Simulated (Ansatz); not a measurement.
Run report: CH5AlBF, nudged elastic band (part 1 of 2)

System: CH5AlBF, SMILES [BH2][Al]([CH3])[F].
Method: RKS LDA/def2-SVP (Ansatz 0.2.0).

The run did not end well. One setting was made poor on purpose. It belongs to a series of runs on one base structure; here: band between the two ends.

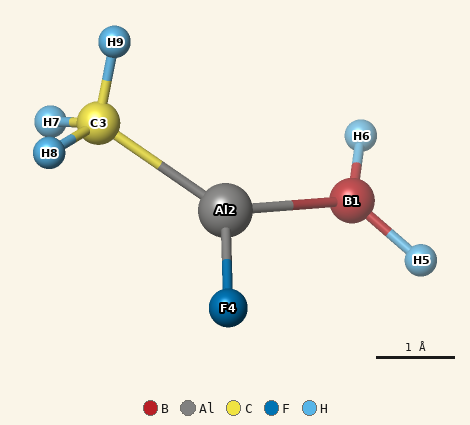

**Figure 1.** The input geometry (ball-and-stick view, seen at a tilt; atoms are numbered from 1 in the order of the input). Sticks mark near contacts. Bond lengths as drawn: Al–B 2.08 Å, Al–C 2.00 Å, Al–F 1.67 Å, B–H 1.18 Å and C–H 1.10 Å.

**Input file**
```yaml
crystal:
  periodic: [false, false, false]
  atoms:
    - { symbol: B, position_ang: [-0.93696, 1.64339, -0.90109] }
    - { symbol: Al, position_ang: [0.01752, -0.17302, -0.57573] }
    - { symbol: C, position_ang: [0.66088, -1.04814, 1.09945] }
    - { symbol: F, position_ang: [0.31291, -1.08459, -1.93825] }
    - { symbol: H, position_ang: [-1.25441, 2.00124, -1.97657] }
    - { symbol: H, position_ang: [-1.20258, 2.39332, -0.03597] }
    - { symbol: H, position_ang: [-0.13463, -1.25515, 1.82313] }
    - { symbol: H, position_ang: [1.12612, -2.01231, 0.86155] }
    - { symbol: H, position_ang: [1.41114, -0.46475, 1.64349] }
basis:
  gaussian: { orbitals: def2-SVP }
hamiltonian:
  xc: lda
neb:
  order_check: false
  images: 7
  f_tol: 0.03
  max_iterations: 60
  final_atoms:
    - { symbol: B, position_ang: [-0.93696, 1.64339, -0.90109] }
    - { symbol: Al, position_ang: [0.01752, -0.17302, -0.57573] }
    - { symbol: C, position_ang: [0.58983, -1.61137, -1.83652] }
    - { symbol: F, position_ang: [0.38307, -0.51925, 1.01209] }
    - { symbol: H, position_ang: [-1.25441, 2.00124, -1.97657] }
    - { symbol: H, position_ang: [-1.20258, 2.39332, -0.03597] }
    - { symbol: H, position_ang: [1.31996, -1.27994, -2.58248] }
    - { symbol: H, position_ang: [1.06132, -2.42983, -1.27931] }
    - { symbol: H, position_ang: [-0.23409, -2.05457, -2.40567] }
  initial_path:
    images:
      - { positions_ang: [[-0.93696, 1.64339, -0.90109], [0.01752, -0.17302, -0.57573], [0.66088, -1.04814, 1.09945], [0.31291, -1.08459, -1.93825], [-1.25441, 2.00124, -1.97657], [-1.20258, 2.39332, -0.03597], [-0.13463, -1.25515, 1.82313], [1.12612, -2.01231, 0.86155], [1.41114, -0.46475, 1.64349]] }
      - { positions_ang: [[-0.93608581, 1.64407479, -0.90095612], [0.04253586, -0.15899925, -0.57664951], [0.64150427, -1.05924496, 1.09934708], [0.40633283, -1.03215644, -1.94099784], [-1.46581527, 1.91624259, -1.74660068], [-1.00668698, 2.47050784, -0.26243423], [-0.17300498, -1.29725634, 1.7857885], [1.13467847, -2.00765273, 0.86084352], [1.35653162, -0.47552548, 1.68166928]] }
      - { positions_ang: [[-0.93521162, 1.64475958, -0.90082225], [0.06755172, -0.14497851, -0.57756902], [0.62212854, -1.07034992, 1.09924416], [0.49975565, -0.97972289, -1.94374568], [-1.67722055, 1.83124518, -1.51663137], [-0.81079396, 2.54769567, -0.48889845], [-0.21137996, -1.33936268, 1.74844701], [1.14323693, -2.00299547, 0.86013703], [1.30192324, -0.48630097, 1.71984856]] }
      - { positions_ang: [[-0.93433743, 1.64544437, -0.90068837], [0.09256758, -0.13095776, -0.57848853], [0.60275281, -1.08145488, 1.09914124], [0.59317848, -0.92728933, -1.94649351], [-1.88862582, 1.74624776, -1.28666205], [-0.61490094, 2.62488351, -0.71536268], [-0.24975493, -1.38146902, 1.71110551], [1.1517954, -1.9983382, 0.85943055], [1.24731486, -0.49707645, 1.75802784]] }
      - { positions_ang: [[-0.93346324, 1.64612916, -0.90055449], [0.11758343, -0.11693701, -0.57940804], [0.58337708, -1.09255984, 1.09903832], [0.6866013, -0.87485578, -1.94924135], [-2.10003109, 1.66125035, -1.05669273], [-0.41900791, 2.70207135, -0.9418269], [-0.28812991, -1.42357536, 1.67376402], [1.16035386, -1.99368094, 0.85872406], [1.19270648, -0.50785193, 1.79620712]] }
      - { positions_ang: [[-0.93433743, 1.64544437, -0.90068837], [0.09256758, -0.13095776, -0.57848853], [0.58499031, -1.22226238, 0.36514874], [0.61071848, -0.78595433, -1.20890851], [-1.88862582, 1.74624776, -1.28666205], [-0.61490094, 2.62488351, -0.71536268], [0.11389257, -1.38766652, 0.60970301], [1.1355954, -2.1027182, 0.32421555], [0.83600736, -0.89453145, 0.74573784]] }
      - { positions_ang: [[-0.93521162, 1.64475958, -0.90082225], [0.06755172, -0.14497851, -0.57756902], [0.58660354, -1.35196492, -0.36874084], [0.53483565, -0.69705289, -0.46857568], [-1.67722055, 1.83124518, -1.51663137], [-0.81079396, 2.54769567, -0.48889845], [0.51591504, -1.35175768, -0.45435799], [1.11083693, -2.21175547, -0.21029297], [0.47930824, -1.28121097, -0.30473144]] }
      - { positions_ang: [[-0.93608581, 1.64407479, -0.90095612], [0.04253586, -0.15899925, -0.57664951], [0.58821677, -1.48166746, -1.10263042], [0.45895283, -0.60815144, 0.27175716], [-1.46581527, 1.91624259, -1.74660068], [-1.00668698, 2.47050784, -0.26243423], [0.91793752, -1.31584884, -1.518419], [1.08607847, -2.32079273, -0.74480148], [0.12260912, -1.66789048, -1.35520072]] }
      - { positions_ang: [[-0.93696, 1.64339, -0.90109], [0.01752, -0.17302, -0.57573], [0.58983, -1.61137, -1.83652], [0.38307, -0.51925, 1.01209], [-1.25441, 2.00124, -1.97657], [-1.20258, 2.39332, -0.03597], [1.31996, -1.27994, -2.58248], [1.06132, -2.42983, -1.27931], [-0.23409, -2.05457, -2.40567]] }
```

Machine: 1 thread of Intel Xeon (Sapphire Rapids), 16 GiB of memory available, shared host.

Launched with:
```bash
ansatz run input.yaml --threads 1 --pin off --max-ram 2048MiB --backend cpu --events-out ev --progress --plain --runs-dir out
```

**Log**
```
Engine: ansatz 0.2.0, x86_64-unknown-linux-gnu
Functional definition: SPW92
  exchange = slater_x
  correlation = pw_c
943 factors; their error is unknown
mean field evaluation 1: about -11027.5139 eV, gradient 6.8e1 eV
mean field evaluation 2: about -10987.9703 eV, gradient 1.2e2 eV
mean field evaluation 4: about -11038.3891 eV, gradient 8.8e0 eV
mean field evaluation 8: about -11038.6116 eV, gradient 1.4e-1 eV
mean field evaluation 16: about -11038.5699 eV, gradient 7.0e-5 eV
mean field -11038.56989281 eV, -405.6599613494 hartree, gradient 7.0e-5 eV, S^2 0.000000; 0 other end points of the search recorded, 0 dependent functions left out
the calculation of the forces begins
reference -11038.56993142 eV, -405.6599627681 hartree; 19, 19 occupied and 66, 66 virtual orbitals, 943 factors
943 factors; their error is unknown
mean field evaluation 32: about -11038.5694 eV, gradient 2.5e-4 eV
mean field -11038.56943705 eV, -405.6599446004 hartree, gradient 7.1e-5 eV, S^2 0.000000; 0 other end points of the search recorded, 0 dependent functions left out
[... from here on the field's lines of each further geometry are left out, up to the last ...]
WARN: NEB end point (image 0): max|allowed force component| = 1.020e0 eV/Å (the criterion of neb.relax_end_points is 1.000e-2). That is over neb.f_tol: it is no minimum, so the barrier can be far off. Relax it first
WARN: NEB end point (image 8): max|allowed force component| = 1.062e0 eV/Å (the criterion of neb.relax_end_points is 1.000e-2). That is over neb.f_tol: it is no minimum, so the barrier can be far off. Relax it first
NEB iter   1: max|band force component| = 6.213e3 eV/Å  barrier→ = 1053.8347 eV  barrier← = 1053.8342 eV  Δτ_max = 0.2000 Å  (477 SCF iters)
NEB iter   2: max|band force component| = 5.767e2 eV/Å  barrier→ = 277.4970 eV  barrier← = 277.4965 eV  Δτ_max = 0.2000 Å  (272 SCF iters)
NEB iter   3: max|band force component| = 4.473e2 eV/Å  barrier→ = 164.6279 eV  barrier← = 164.6274 eV  Δτ_max = 0.1935 Å  (250 SCF iters)
NEB iter   4: max|band force component| = 3.812e2 eV/Å  barrier→ = 121.1324 eV  barrier← = 121.1319 eV  Δτ_max = 0.2000 Å  (252 SCF iters)
NEB iter   5: max|band force component| = 2.620e2 eV/Å  barrier→ = 78.8343 eV  barrier← = 78.8339 eV  Δτ_max = 0.2000 Å  (255 SCF iters)
NEB iter   6: max|band force component| = 1.617e2 eV/Å  barrier→ = 49.2904 eV  barrier← = 49.2900 eV  Δτ_max = 0.1964 Å  (272 SCF iters)
NEB iter   7: max|band force component| = 1.101e2 eV/Å  barrier→ = 31.0411 eV  barrier← = 31.0406 eV  Δτ_max = 0.2000 Å  (233 SCF iters)
NEB iter   8: max|band force component| = 2.672e1 eV/Å  barrier→ = 16.3220 eV  barrier← = 16.3216 eV  Δτ_max = 0.2000 Å  (231 SCF iters)
NEB iter   9: max|band force component| = 1.636e1 eV/Å  barrier→ = 12.0867 eV  barrier← = 12.0862 eV  Δτ_max = 0.2000 Å  (221 SCF iters)
NEB iter  10: max|band force component| = 7.180e0 eV/Å  barrier→ = 7.5609 eV  barrier← = 7.5604 eV  Δτ_max = 0.2000 Å  (231 SCF iters)
NEB iter  11: max|band force component| = 2.584e0 eV/Å  barrier→ = 5.6150 eV  barrier← = 5.6146 eV  Δτ_max = 0.2000 Å  (220 SCF iters)
NEB iter  12: max|band force component| = 2.445e0 eV/Å  barrier→ = 5.6930 eV  barrier← = 5.6925 eV  Δτ_max = 0.1787 Å  (219 SCF iters)
NEB iter  13: max|band force component| = 3.612e0 eV/Å  barrier→ = 6.0790 eV  barrier← = 6.0786 eV  Δτ_max = 0.0880 Å  (219 SCF iters)
NEB iter  14: max|band force component| = 2.551e0 eV/Å  barrier→ = 5.9415 eV  barrier← = 5.9410 eV  Δτ_max = 0.1805 Å  (209 SCF iters)
NEB iter  15: max|band force component| = 1.985e0 eV/Å  barrier→ = 5.9985 eV  barrier← = 5.9980 eV  Δτ_max = 0.1751 Å  (233 SCF iters)
NEB iter  16: max|band force component| = 2.851e0 eV/Å  barrier→ = 5.3648 eV  barrier← = 5.3644 eV  Δτ_max = 0.0892 Å  (232 SCF iters)
NEB iter  17: max|band force component| = 2.826e0 eV/Å  barrier→ = 4.8043 eV  barrier← = 4.8038 eV  Δτ_max = 0.1837 Å  (201 SCF iters)
NEB iter  18: max|band force component| = 1.949e0 eV/Å  barrier→ = 4.2973 eV  barrier← = 4.2968 eV  Δτ_max = 0.1753 Å  (222 SCF iters)
NEB iter  19: max|band force component| = 1.396e0 eV/Å  barrier→ = 4.3201 eV  barrier← = 4.3196 eV  Δτ_max = 0.1983 Å  (204 SCF iters)
NEB iter  20: max|band force component| = 1.901e0 eV/Å  barrier→ = 4.3176 eV  barrier← = 4.3172 eV  Δτ_max = 0.1668 Å  (214 SCF iters)
NEB iter  21: max|band force component| = 1.682e0 eV/Å  barrier→ = 4.3304 eV  barrier← = 4.3300 eV  Δτ_max = 0.1732 Å  (202 SCF iters)
NEB iter  22: max|band force component| = 1.626e0 eV/Å  barrier→ = 4.3957 eV  barrier← = 4.3953 eV  Δτ_max = 0.0974 Å  (181 SCF iters)
NEB iter  23: max|band force component| = 1.740e0 eV/Å  barrier→ = 4.4278 eV  barrier← = 4.4273 eV  Δτ_max = 0.1999 Å  (196 SCF iters)
NEB iter  24: max|band force component| = 2.244e0 eV/Å  barrier→ = 4.4510 eV  barrier← = 4.4506 eV  Δτ_max = 0.0800 Å  (188 SCF iters)
NEB iter  25: max|band force component| = 1.970e0 eV/Å  barrier→ = 4.3677 eV  barrier← = 4.3673 eV  Δτ_max = 0.1984 Å  (194 SCF iters)
NEB iter  26: max|band force component| = 1.555e0 eV/Å  barrier→ = 4.1113 eV  barrier← = 4.1109 eV  Δτ_max = 0.0831 Å  (209 SCF iters)
NEB iter  27: max|band force component| = 1.832e0 eV/Å  barrier→ = 4.2048 eV  barrier← = 4.2044 eV  Δτ_max = 0.1436 Å  (187 SCF iters)
NEB iter  28: max|band force component| = 1.856e0 eV/Å  barrier→ = 4.2374 eV  barrier← = 4.2369 eV  Δτ_max = 0.1011 Å  (188 SCF iters)
NEB iter  29: max|band force component| = 1.843e0 eV/Å  barrier→ = 4.2257 eV  barrier← = 4.2253 eV  Δτ_max = 0.0304 Å  (193 SCF iters)
NEB iter  30: max|band force component| = 1.803e0 eV/Å  barrier→ = 4.2135 eV  barrier← = 4.2130 eV  Δτ_max = 0.1165 Å  (191 SCF iters)
NEB iter  31: max|band force component| = 1.884e0 eV/Å  barrier→ = 4.2218 eV  barrier← = 4.2213 eV  Δτ_max = 0.2000 Å  (193 SCF iters)
NEB iter  32: max|band force component| = 1.980e0 eV/Å  barrier→ = 4.3674 eV  barrier← = 4.3670 eV  Δτ_max = 0.1996 Å  (194 SCF iters)
NEB iter  33: max|band force component| = 3.025e0 eV/Å  barrier→ = 5.4288 eV  barrier← = 5.4284 eV  Δτ_max = 0.1001 Å  (199 SCF iters)
NEB iter  34: max|band force component| = 3.363e0 eV/Å  barrier→ = 5.3769 eV  barrier← = 5.3764 eV  Δτ_max = 0.0999 Å  (194 SCF iters)
NEB iter  35: max|band force component| = 3.540e0 eV/Å  barrier→ = 5.4950 eV  barrier← = 5.4946 eV  Δτ_max = 0.1004 Å  (193 SCF iters)
NEB iter  36: max|band force component| = 4.334e0 eV/Å  barrier→ = 5.3059 eV  barrier← = 5.3055 eV  Δτ_max = 0.1987 Å  (200 SCF iters)
NEB iter  37: max|band force component| = 6.051e0 eV/Å  barrier→ = 4.6292 eV  barrier← = 4.6287 eV  Δτ_max = 0.2000 Å  (193 SCF iters)
NEB iter  38: max|band force component| = 5.178e0 eV/Å  barrier→ = 3.6532 eV  barrier← = 3.6527 eV  Δτ_max = 0.2000 Å  (199 SCF iters)
NEB iter  39: max|band force component| = 5.239e0 eV/Å  barrier→ = 2.5126 eV  barrier← = 2.5122 eV  Δτ_max = 0.2000 Å  (200 SCF iters)
NEB iter  40: max|band force component| = 5.168e0 eV/Å  barrier→ = 1.3341 eV  barrier← = 1.3336 eV  Δτ_max = 0.1721 Å  (191 SCF iters)
NEB iter  41: max|band force component| = 3.081e0 eV/Å  barrier→ = 0.8609 eV  barrier← = 0.8605 eV  Δτ_max = 0.2000 Å  (192 SCF iters)
NEB iter  42: max|band force component| = 3.066e0 eV/Å  barrier→ = 1.1819 eV  barrier← = 1.1814 eV  Δτ_max = 0.1983 Å  (203 SCF iters)
NEB iter  43: max|band force component| = 3.929e0 eV/Å  barrier→ = 1.4577 eV  barrier← = 1.4573 eV  Δτ_max = 0.1964 Å  (196 SCF iters)
NEB iter  44: max|band force component| = 4.363e0 eV/Å  barrier→ = 1.3941 eV  barrier← = 1.3936 eV  Δτ_max = 0.1999 Å  (198 SCF iters)
NEB iter  45: max|band force component| = 4.828e0 eV/Å  barrier→ = 1.5710 eV  barrier← = 1.5706 eV  Δτ_max = 0.1366 Å  (185 SCF iters)
NEB iter  46: max|band force component| = 4.801e0 eV/Å  barrier→ = 1.5209 eV  barrier← = 1.5205 eV  Δτ_max = 0.1851 Å  (177 SCF iters)
NEB iter  47: max|band force component| = 4.914e0 eV/Å  barrier→ = 1.5691 eV  barrier← = 1.5686 eV  Δτ_max = 0.1568 Å  (177 SCF iters)
NEB iter  48: max|band force component| = 4.647e0 eV/Å  barrier→ = 1.3380 eV  barrier← = 1.3376 eV  Δτ_max = 0.1839 Å  (182 SCF iters)
NEB iter  49: max|band force component| = 4.173e0 eV/Å  barrier→ = 0.8963 eV  barrier← = 0.8958 eV  Δτ_max = 0.1967 Å  (190 SCF iters)
NEB iter  50: max|band force component| = 3.351e0 eV/Å  barrier→ = 0.5584 eV  barrier← = 0.5579 eV  Δτ_max = 0.1924 Å  (195 SCF iters)
NEB iter  51: max|band force component| = 5.477e0 eV/Å  barrier→ = 0.9941 eV  barrier← = 0.9936 eV  Δτ_max = 0.0971 Å  (198 SCF iters)
NEB iter  52: max|band force component| = 2.204e0 eV/Å  barrier→ = 0.2354 eV  barrier← = 0.2350 eV  Δτ_max = 0.1931 Å  (180 SCF iters)
NEB iter  53: max|band force component| = 2.308e0 eV/Å  barrier→ = 0.1504 eV  barrier← = 0.1500 eV  Δτ_max = 0.1975 Å  (195 SCF iters)
NEB iter  54: max|band force component| = 2.536e0 eV/Å  barrier→ = 0.1809 eV  barrier← = 0.1805 eV  Δτ_max = 0.1984 Å  (188 SCF iters)
NEB iter  55: max|band force component| = 3.248e0 eV/Å  barrier→ = 0.2689 eV  barrier← = 0.2685 eV  Δτ_max = 0.1979 Å  (179 SCF iters)
NEB iter  56: max|band force component| = 3.986e0 eV/Å  barrier→ = 0.3543 eV  barrier← = 0.3539 eV  Δτ_max = 0.1954 Å  (186 SCF iters)
NEB iter  57: max|band force component| = 4.408e0 eV/Å  barrier→ = 0.4560 eV  barrier← = 0.4556 eV  Δτ_max = 0.1966 Å  (181 SCF iters)
NEB iter  58: max|band force component| = 4.625e0 eV/Å  barrier→ = 0.5426 eV  barrier← = 0.5422 eV  Δτ_max = 0.1995 Å  (186 SCF iters)
NEB iter  59: max|band force component| = 4.736e0 eV/Å  barrier→ = 0.6632 eV  barrier← = 0.6628 eV  Δτ_max = 0.1859 Å  (176 SCF iters)
the calculation of the forces begins
reference -11037.72784914 eV, -405.6290168154 hartree; 19, 19 occupied and 66, 66 virtual orbitals, 943 factors
these checks for a lower state are left out or cut short: starts, cluster_reference, orbital_swaps, neighbouring_geometries, increment
943 factors; their error is unknown
mean field evaluation 3232: about -11038.7064 eV, gradient 1.1e-5 eV
mean field -11038.70642642 eV, -405.6649788671 hartree, gradient 1.1e-5 eV, S^2 0.000000; 0 other end points of the search recorded, 0 dependent functions left out
the calculation of the forces begins
reference -11038.70646453 eV, -405.6649802675 hartree; 19, 19 occupied and 66, 66 virtual orbitals, 943 factors
NEB iter  60: max|band force component| = 4.714e0 eV/Å  barrier→ = 0.8421 eV  barrier← = 0.8416 eV  Δτ_max = 0.1892 Å  (183 SCF iters)
```
